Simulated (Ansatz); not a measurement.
## Electronic structure of PtS₃ (charge −1, quartet) in real space

Input

```
crystal:
  periodic: [false, false, false]
  atoms:
    - {symbol: Pt, position_ang: [-0.299818, -0.450037, 0.058164]}
    - {symbol: S, position_ang: [1.685005, 0.777601, -0.542845]}
    - {symbol: S, position_ang: [0.110226, 1.921676, 0.195197]}
    - {symbol: S, position_ang: [-1.495413, -2.249251, 0.289484]}
basis:
  gaussian: {orbitals: def2-TZVPD, initial_orbitals: start.molden}
total_charge: -1
magnetization: {spin_polarized: true, initial_magnetization: 3}
hamiltonian: {xc: pbe0, dispersion: d4}
scf: {omitted_lower_state_checks: [starts]}
output: {orbitals: {seedname: orbitals}}
```

Command:

```sh
ansatz run in.yaml --threads 2 --pin off --events-out ev --progress --plain --max-ram 4352MiB
```

Geometry: r2SCAN-D4/def2-SVPD; core potentials replace the inner electrons of Pt.

Computed with UKS PBE0-D4/def2-TZVPD in Ansatz.

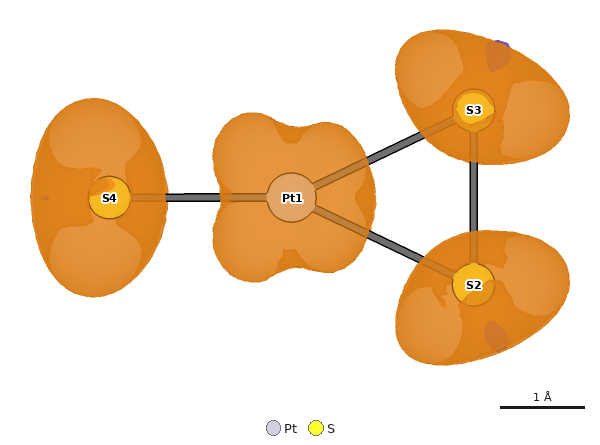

Figure 1. Isosurfaces of the spin density (α minus β) at +0.04 (orange) and −0.04 e/Å³ (purple), seen across its widest extent.

Where is the unpaired spin?

The unpaired spin (3 electrons) lies mostly on S4 (about 0.9), Pt1 (about 0.8), S2 (about 0.6) and S3 (about 0.6), in electrons by Hirshfeld's partition.

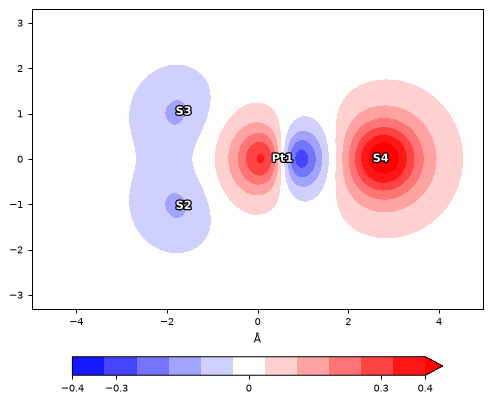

Figure 2. The HOMO−1 (α) on a plane 0.8 Å above the molecular plane (values in Å⁻³ᐟ²; the overall sign is arbitrary).

Describe this orbital and give its energy.

Its weight (Hirshfeld) is mainly on S4 (about 55 %) and Pt1 (about 35 %); it changes sign across the molecular plane (π type); π-antibonding (a node) across Pt1–S4. Its energy is −2.24 eV.

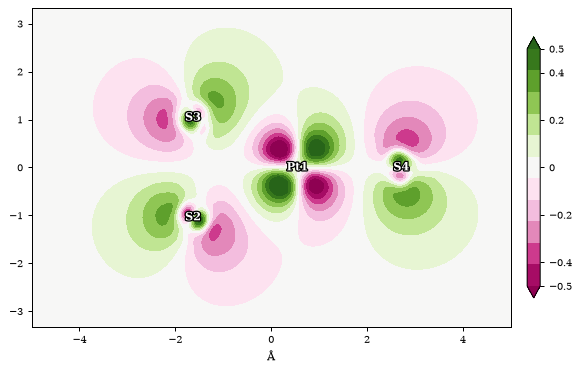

Figure 3. The HOMO (α) on the molecular plane (values in Å⁻³ᐟ²; the overall sign is arbitrary).

Where does this orbital lie, and at what energy?

It lies mainly on Pt1 (about 30 %), S4 (about 25 %), S2 (about 20 %) and S3 (about 20 %); it is symmetric in the molecular plane (an in-plane orbital: σ, lone-pair or in-plane π type). Its energy is −0.81 eV.
